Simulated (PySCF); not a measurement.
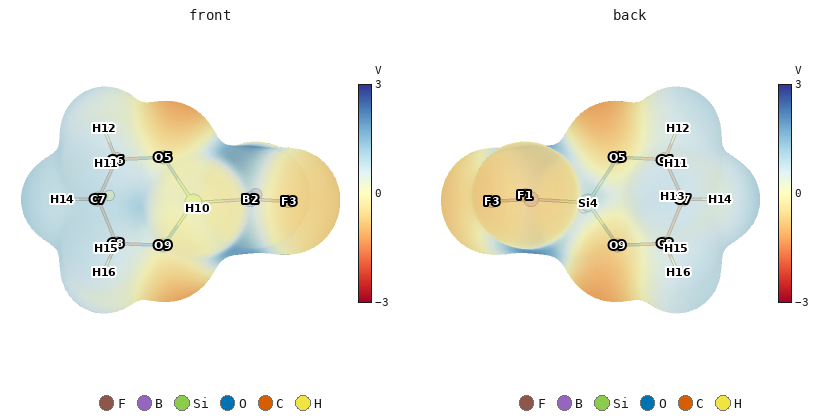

The picture shows: C$_{3}$H$_{7}$BF$_{2}$O$_{2}$Si. The electrostatic potential painted on the density surface at 0.002 e/bohr³, seen from the front and from behind; red is negative and blue positive.

Geometry: GFN2-xTB.

All numbers below come from PySCF 2.14.0, PBE0/pcSseg-1, SCF density, gas phase, non-relativistic.

```xyz
16

F     3.1353    1.5564   -0.7080
B     2.9311    0.4231   -0.0718
F     4.0657   -0.1318    0.3121
Si    1.2121   -0.4346    0.3173
O     0.2698    0.5664    1.2118
C    -1.1302    0.4867    1.1037
C    -1.5831    0.4567   -0.3521
C    -1.0046   -0.7551   -1.0747
O     0.4018   -0.7376   -1.0760
H     1.2817   -1.7173    1.0516
H    -1.4806   -0.4159    1.6186
H    -1.5376    1.3642    1.6147
H    -1.2226    1.3600   -0.8466
H    -2.6714    0.4289   -0.3988
H    -1.3532   -1.6756   -0.5911
H    -1.3217   -0.7656   -2.1219
```

**Describe the electrostatic potential map.**

The most negative region (about −1.2 V) lies over O5 and O9, the most positive (about +2.0 V) over B2.

**How polar is the molecule by this calculation?**

Its dipole moment is 3.06 D.
